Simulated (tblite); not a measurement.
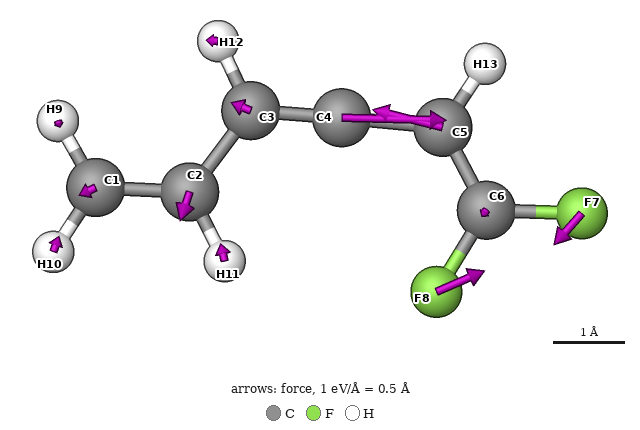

Starting geometry of C₆H₅F₂ (multiplicity 2) with the computed forces as purple arrows. A ball-and-stick model, seen face on.

All numbers below come from tblite 0.8.0, GFN2-xTB geometry optimisation, gas phase. 

What follows when this structure is relaxed?

It isn't relaxed: the largest force vector, on C4, is 2.98 eV/Å. The final displacements have little in common with the starting forces (cosine between the two patterns 0.10). The atom that moves furthest after the best rigid fit is F8 (1.58 Å). Largest moves by element: F 1.58 Å, H 1.29 Å, C 0.42 Å. Some distances before and after: C4–C5 1.434 → 1.343 Å, C5–C6 1.325 → 1.372 Å, C6–F8 1.358 → 1.332 Å, C2–H11 1.098 → 1.081 Å. Among the angles between lasting bonds that change: F7–C6–F8 119.4° → 110.9°, C5–C6–F8 121.2° → 125.6°, C5–C6–F7 119.4° → 123.6°. The energy falls by 0.910 eV in 117 geometry steps.
